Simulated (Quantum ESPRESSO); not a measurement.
The In K edge of atom 1 in InHO2 (Pmn2_1), with 3 O at 2.14 Å, 2 O at 2.20 Å and 1 O at 2.22 Å (distorted octahedral, site symmetry m), was computed in 2 ways: full core hole (charged cell) and no core hole. Program and functional: Quantum ESPRESSO XSpectra, LDA, Lorentzian half width 3.96 eV (not a setting of the program: the run's 0.4 eV curve was folded afterwards with a further Lorentzian); cells of 8 and 16 atoms (the run without a hole in the smaller).

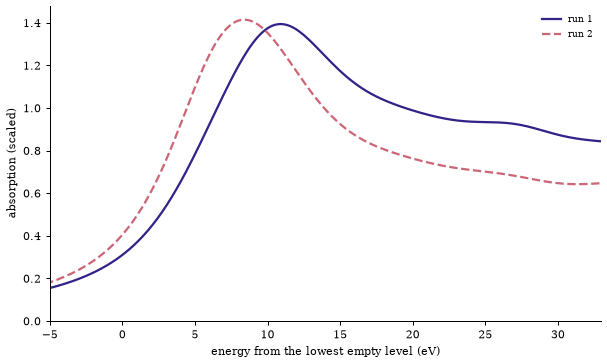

Each run is counted from its own lowest empty level or Fermi level and scaled to a mean of 1 over its first 20 eV. (XSpectra's own axis starts at xe0, in the gap; it has been shifted.)

**Question.** Which run is which?

Run 1: no core hole (area from −2 to 6 eV 3.9, main maxima 10.9 eV (1.39)). Run 2: full core hole (charged cell) (area from −2 to 6 eV 5.4, main maxima 8.3 eV (1.41)). With each curve scaled to its own mean, the area from −2 to 6 eV with the hole is 5.4 against 3.9, and the centre of weight from −1 to 20 eV moves by -1.1 eV: the hole pulls the absorber's empty states down.

[Hosts, paths, dates, database ids (printed as entryN), source tags and the programs' standing remarks are cut or masked in the printed files.]

[Lists of maxima count a maximum above −3 eV only where it reaches 4 % of the highest in the window and stands out from its surroundings by 2 % of it (1.5 % where it reaches 55 %); shoulders and weaker maxima are passed over, and of the rest the first, up to two pre-edge ones and the few strongest are named.]
